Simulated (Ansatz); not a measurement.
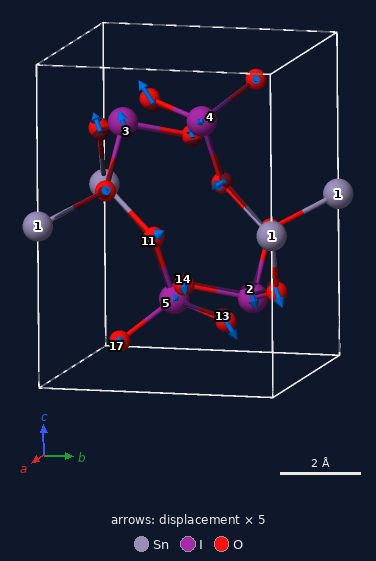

This is a relaxation of solid SnI₄O₁₂ (set up in P-1). The starting structure is drawn faded, the final one solid; blue arrows show the displacements, 5 times their true length.

The picture is a ball-and-stick view of the cell of the calculation, seen slightly off an axis.

All numbers below come from DFT, PBE, plane-wave PAW, default files, scalar-relativistic (Ansatz). Set-up: plane-wave cutoff 420 eV; k-point mesh 5 × 4 × 3; occupations fermi dirac; smearing width 0.02 eV; no spin polarisation; atoms relaxed in a fixed cell; force threshold 0.02 eV/Å; at most 60 steps.

Describe the change and its energy.

The largest moves, 0.14 Å, are those of O atoms. Largest moves by element: O 0.14 Å, I 0.08 Å. Sn stays in place. The lattice vectors keep their values. Near-neighbour distances that change, for instance: I–O 1.796 → 1.864 Å, I–O 1.859 → 1.914 Å, O–Sn 2.039 → 2.079 Å, I–O 1.850 → 1.887 Å. Bond angles that change, for instance: Sn–O–I 120.7° → 116.9°, Sn–O–I 139.7° → 136.1°, O–I–O 100.0° → 97.8°. The space group stays P-1 (No. 2). Over 8 geometry steps the energy falls by 20.2 meV per atom. Largest force component: 1.5 eV/Å at the start, 0.012 eV/Å at the end.
